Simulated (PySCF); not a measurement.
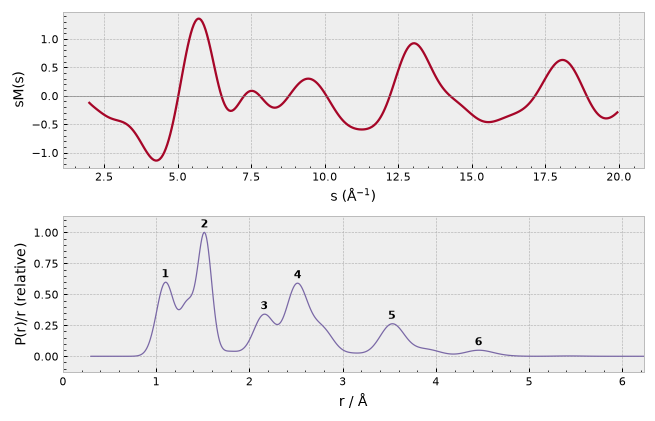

Simulated gas electron diffraction: reduced molecular intensity sM(s) from the Debye equation in the first Born approximation (top) and the radial distribution curve (bottom) of C₅H₁₀. Each pair of atoms contributes with weight ZᵢZⱼ/r; damping constant 0.0015 Å²; vibrational amplitudes assumed, not computed: 0.05 Å for bonds, 0.078 Å for bonds to H, 0.06 + 0.015 r up to 0.15 Å for other pairs. The geometry is the end point of an optimisation (PBE0-D3(BJ)/def2-SVP geometry optimisation, gas phase (PySCF)); it may be a saddle point or a higher isomer. SMILES: C=CC(C)C.

Assign the numbered peaks of the radial distribution curve (– bonded, ··· not bonded).

Peak 1, 1.10 Å: C–H 1.09–1.10 Å (×10)
Peak 2, 1.52 Å: C–C 1.50–1.53 Å (×3); in its flanks C–C 1.33 Å
Peak 3, 2.16 Å: C···H 2.10–2.21 Å (×13), not resolved
Peak 4, 2.52 Å: C···C 2.49–2.52 Å (×4), C···H 2.62–2.77 Å (×7), not resolved; in its flanks C···H 2.79–2.83 Å
Peak 5, 3.53 Å: C···H 3.46–3.52 Å (×7), C···C 3.55 Å (×2), not resolved; in its flanks C···H 3.87–3.98 Å
Peak 6, 4.46 Å: H···H 4.32–4.70 Å (×9), C···H 4.44–4.48 Å (×4), not resolved
